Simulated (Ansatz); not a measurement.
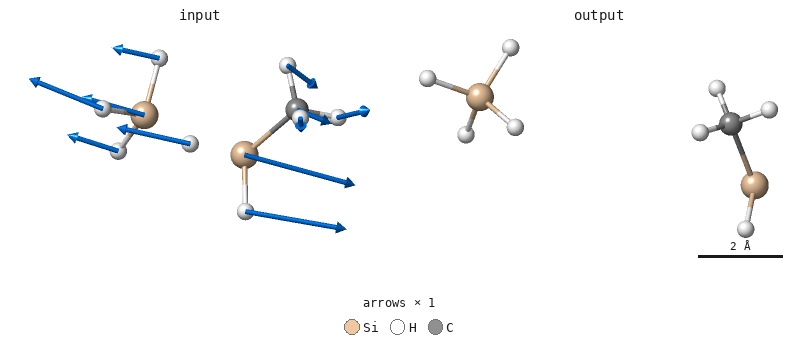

The structure of CH₈Si₂ (coarse preliminary run) before (left) and after (right) a saddle-point search, at one scale. The blue arrows give the displacements, at their true length.

Style: ball-and-stick. Shown at a tilt.

The reaction that was planned forms Si1–H3 and breaks Si1–Si2, Si2–H3 (atoms numbered from 1 in input order).

Method: Ansatz 0.2.0, RKS PBE0-D4/def2-SVP.

The input:
```yaml
crystal:
  periodic: [false, false, false]
  atoms:
    - {symbol: Si, position_ang: [0.875346, 1.317976, 1.096346]}
    - {symbol: Si, position_ang: [0.294335, -0.026470, -1.043389]}
    - {symbol: H, position_ang: [-0.725749, 0.933904, 0.206690]}
    - {symbol: H, position_ang: [-0.532301, 0.811503, -1.991086]}
    - {symbol: C, position_ang: [-0.683058, -1.634181, -0.718012]}
    - {symbol: H, position_ang: [-0.006749, 2.089753, 2.034879]}
    - {symbol: H, position_ang: [1.876325, 2.279407, 0.551911]}
    - {symbol: H, position_ang: [1.456067, 0.180887, 1.864766]}
    - {symbol: H, position_ang: [-1.774876, -1.514888, -0.689495]}
    - {symbol: H, position_ang: [-0.343645, -2.100964, 0.219819]}
    - {symbol: H, position_ang: [-0.435795, -2.336728, -1.532329]}
basis:
  gaussian: {orbitals: def2-SVP}
hamiltonian: {xc: pbe0, dispersion: d4}
saddle:
  f_tol: 0.04
  max_steps: 70
  order_check: false
  mode_guess:
    - [-0.6314, 0.3133, 0.3498]
    - [0.3192, -1.0300, -1.4910]
    - [0.3122, 0.7167, 1.1411]
    - [0.0000, 0.0000, 0.0000]
    - [0.0000, 0.0000, 0.0000]
    - [0.0000, 0.0000, 0.0000]
    - [0.0000, 0.0000, 0.0000]
    - [0.0000, 0.0000, 0.0000]
    - [0.0000, 0.0000, 0.0000]
    - [0.0000, 0.0000, 0.0000]
    - [0.0000, 0.0000, 0.0000]
```

**Summarise the run.**

The relaxation stopped without meeting its thresholds, so the last structure isn't shown to be converged. The search stopped after 70 steps with a largest force component of 0.052 eV/Å and a curvature of 0.02 eV/Å² along the mode that it followed. The largest move after the best rigid fit is that of Si2, 2.78 Å. Largest moves by element: Si 2.78 Å, H 2.49 Å, C 0.91 Å. Among the contacts that change: Si1–Si2 2.593 → 6.961 Å, Si2–H3 1.878 → 6.082 Å, Si1–H3 1.871 → 1.493 Å, Si2–H4 1.511 → 1.538 Å. New bonds form: Si1–H3 (1.87 → 1.49 Å). Bond angles that change, for instance: H4–Si2–C5 107.1° → 95.7°, H7–Si1–H8 114.8° → 109.5°, Si2–C5–H11 107.2° → 103.8°.
